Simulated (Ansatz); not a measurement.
Geometry relaxation of C$_{2}$H$_{9}$AlClP

C$_{2}$H$_{9}$AlClP, computed with RKS wPBEh/def2-mTZVPP (Ansatz 0.2.0).

The run did not end well. The geometry comes from this level: PBE0-D4/def2-TZVP.

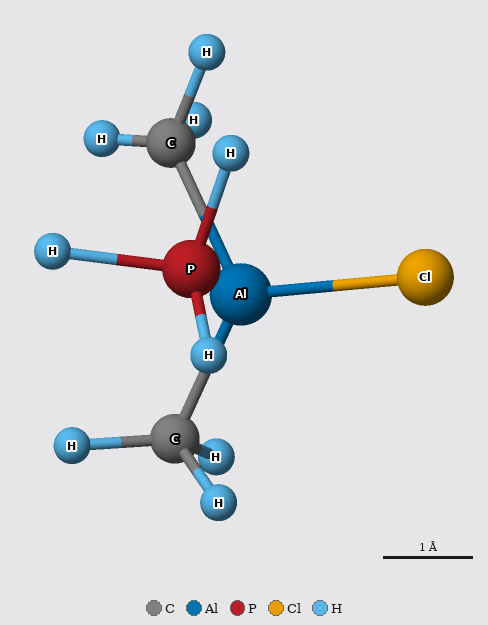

Fig. 1: The input geometry (ball-and-stick view, seen at an oblique angle). Sticks mark near contacts. Bond lengths as drawn: Al–C 1.86 to 1.98 Å, Al–Cl 2.23 Å, C–H 0.81 to 1.23 Å and H–P 1.12 to 1.59 Å.

The input
```yaml
crystal:
  periodic: [false, false, false]
  atoms:
    - {symbol: C, position_ang: [-1.787062, 1.130677, 0.312407]}
    - {symbol: Al, position_ang: [-0.038990, 0.822867, -0.226986]}
    - {symbol: C, position_ang: [1.471193, 0.769259, 1.046874]}
    - {symbol: P, position_ang: [-0.005279, -2.044394, -0.936862]}
    - {symbol: Cl, position_ang: [0.603326, 1.008689, -2.351502]}
    - {symbol: H, position_ang: [-2.138599, 0.496658, 1.245706]}
    - {symbol: H, position_ang: [-1.841289, 2.167898, 0.254276]}
    - {symbol: H, position_ang: [-2.412190, 0.659183, -0.640208]}
    - {symbol: H, position_ang: [2.552674, 0.496255, 0.737603]}
    - {symbol: H, position_ang: [1.348347, 0.635052, 1.839595]}
    - {symbol: H, position_ang: [1.837418, 2.072766, 1.468407]}
    - {symbol: H, position_ang: [-0.176542, -2.811160, 0.444718]}
    - {symbol: H, position_ang: [1.356388, -2.468540, -1.291538]}
    - {symbol: H, position_ang: [-0.932300, -2.278124, -1.516406]}
basis:
  gaussian: {orbitals: def2-mTZVPP}
hamiltonian: {xc: {name: wPBEh}}
relax: {f_tol: 0.0001, max_steps: 1}
output: {forces: true}
```

Launch command:
```bash
ansatz run in.yaml --threads 4 --pin off --events-out ev --progress --plain --max-ram 11315MiB
```

Output
```
Functional definition: wPBEh
  name "wPBEh"
  cite "Heyd, Scuseria & Ernzerhof, J. Chem. Phys. 118, 8207 (2003) doi:10.1063/1.1564060"
  cite "Krukau, Vydrov, Izmaylov & Scuseria, J. Chem. Phys. 125, 224106 (2006) doi:10.1063/1.2404663"
  cite "Heyd & Scuseria, J. Chem. Phys. 120, 7274 (2004) doi:10.1063/1.1668634"
  cite "Ernzerhof & Perdew, J. Chem. Phys. 109, 3313 (1998) doi:10.1063/1.476928"
  cite "Perdew, Burke & Ernzerhof, Phys. Rev. Lett. 77, 3865 (1996) doi:10.1103/PhysRevLett.77.3865"
  parent pbe
  parameter a = 0.25
  parameter omega = 0.11/bohr
  exchange = wpbe_x - a*pbe_x_sr(omega) + a*exact_x_sr(omega)
  correlation = pbe_c
1599 factors; integrals over basis functions are off by at most 3.4e-4 eV
150 factors; integrals over basis functions are off by at most 1.9e-7 eV
mean field evaluation 1: about -30600.6393 eV, gradient 7.5e1 eV
mean field evaluation 2: about -30590.0999 eV, gradient 8.9e1 eV
mean field evaluation 4: about -30613.8369 eV, gradient 5.7e0 eV
mean field evaluation 8: about -30613.9489 eV, gradient 3.2e-1 eV
mean field evaluation 16: about -30613.9491 eV, gradient 6.2e-5 eV
mean field -30613.94911124 eV, -1125.0418789581 hartree, gradient 6.2e-5 eV, S^2 0.000000; 0 other end points of the search recorded, 0 dependent functions left out
the calculation of the forces begins
reference -30613.94915895 eV, -1125.0418807114 hartree; 33, 33 occupied and 126, 126 virtual orbitals, 1599 factors
relax step   1: F+E_penalty+E_count = -30613.94911124 eV  Δ(F+E_penalty+E_count) = +0.000e0 eV  max|allowed force component| = 2.182e1 eV/Å  Δτ_max = 0.0000 Å  (26 SCF iters, accepted)
Error: geometry relaxation did not converge after 1 steps: max|allowed force component| = 2.18e1 eV/Å (threshold 1.0e-4). Raise `relax.max_steps` over both its present limit and 1, loosen `relax.f_tol`, or start from a geometry closer to equilibrium. Where this run's directory can be resumed (`checkpoint.write`), a resume goes on for up to `relax.max_steps` more
```

Outcome

```tsv
quantity	value
outcome	not converged
hardware	4 threads of Arm Neoverse V2, 23 GiB of memory available, shared host
wall time	3.3 s (CPU time 12 s)
peak memory	0.53 GiB
```

Diagnosis

A setting was made wrong on purpose: the optimiser is allowed too few steps. The run did not converge: “geometry relaxation did not converge after 1 steps: max|allowed force component| = 2.18e1 eV/Å (threshold 1.0e-4). Raise `relax.max_steps` over both its present limit and 1, loosen `relax.f_tol`, or start from a geometry closer to equilibrium …” Its last values are not results.
